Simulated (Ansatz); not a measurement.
# Ti12H: the cost of one run

All numbers below are computed with Ansatz 0.2.0 (DFT PBEsol, plane waves, PAW, scalar-relativistic, no spin polarisation).

### 1 The system as given

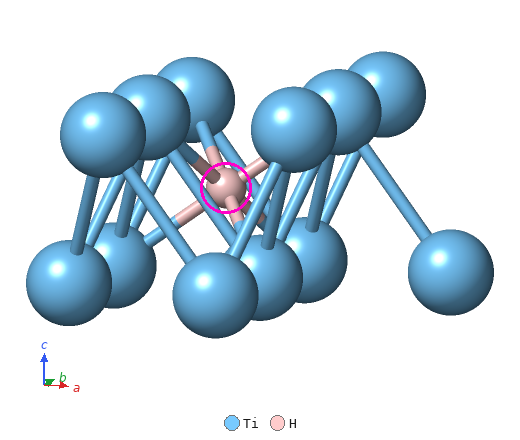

Start, viewed from a free direction; titanium blue, hydrogen pink. Each atom of the cell is drawn once, at one copy chosen for all pictures, so bonds across the cell's faces may be missing. Ringed: H13.

As a file:

```cif
data_structure
_symmetry_space_group_name_H-M 'P 1'
_symmetry_Int_Tables_number 1
_cell_length_a 5.9000
_cell_length_b 8.8500
_cell_length_c 4.6846
_cell_angle_alpha 90.000
_cell_angle_beta 90.000
_cell_angle_gamma 120.000
_cell_volume 211.84
loop_
_atom_site_label
_atom_site_type_symbol
_atom_site_fract_x
_atom_site_fract_y
_atom_site_fract_z
_atom_site_occupancy
Ti1 Ti 0.00000 0.00000 0.00000 1
Ti2 Ti 0.16667 0.22222 0.50000 1
Ti3 Ti 0.00000 0.33333 0.00000 1
Ti4 Ti 0.16667 0.55556 0.50000 1
Ti5 Ti 0.00000 0.66667 0.00000 1
Ti6 Ti 0.16667 0.88889 0.50000 1
Ti7 Ti 0.50000 0.00000 0.00000 1
Ti8 Ti 0.66667 0.22222 0.50000 1
Ti9 Ti 0.50000 0.33333 0.00000 1
Ti10 Ti 0.66667 0.55556 0.50000 1
Ti11 Ti 0.50000 0.66667 0.00000 1
Ti12 Ti 0.66667 0.88889 0.50000 1
H1 H 0.33669 0.43821 0.25380 1
```

### 2 Relaxing end A

Contents of input.yaml:

```yaml
crystal:
  lattice:
    - [5.9, 0.0, 0.0]
    - [-4.425, 7.664325, 0.0]
    - [0.0, 0.0, 4.6846]
  atoms:
    - { symbol: Ti, position: [0.0, 0.0, 0.0] }
    - { symbol: Ti, position: [0.1666667, 0.2222222, 0.5] }
    - { symbol: Ti, position: [0.0, 0.3333333, 0.0] }
    - { symbol: Ti, position: [0.1666667, 0.5555556, 0.5] }
    - { symbol: Ti, position: [0.0, 0.6666667, 0.0] }
    - { symbol: Ti, position: [0.1666667, 0.8888889, 0.5] }
    - { symbol: Ti, position: [0.5, 0.0, 0.0] }
    - { symbol: Ti, position: [0.6666667, 0.2222222, 0.5] }
    - { symbol: Ti, position: [0.5, 0.3333333, 0.0] }
    - { symbol: Ti, position: [0.6666667, 0.5555556, 0.5] }
    - { symbol: Ti, position: [0.5, 0.6666667, 0.0] }
    - { symbol: Ti, position: [0.6666667, 0.8888889, 0.5] }
    - { symbol: H, position: [0.3366931, 0.4382128, 0.2538002] }
basis:
  ecutwfc: 420.0
kpoints:
  mp_grid: { grid: [3, 2, 4] }
hamiltonian:
  xc: pbesol
scf:
  occupations: { method: gaussian, width: 0.05 }
  lower_state_search: "off"
relax:
  f_tol: 0.03
  max_steps: 60
  adjacent_minimum: "off"
output:
  write_density: true
  write_potential: true
  elf: true
  volumetric_format: npy
```

Started as:

```
$ ansatz run input.yaml --threads 4 --pin off --max-ram 10240MiB --backend cpu --events-out ev --progress --plain --runs-dir out
```

Q: Estimate wall time and peak memory on 4 threads of Arm Neoverse V1, shared host.

About 28 s, with a peak of 0.84 GiB.
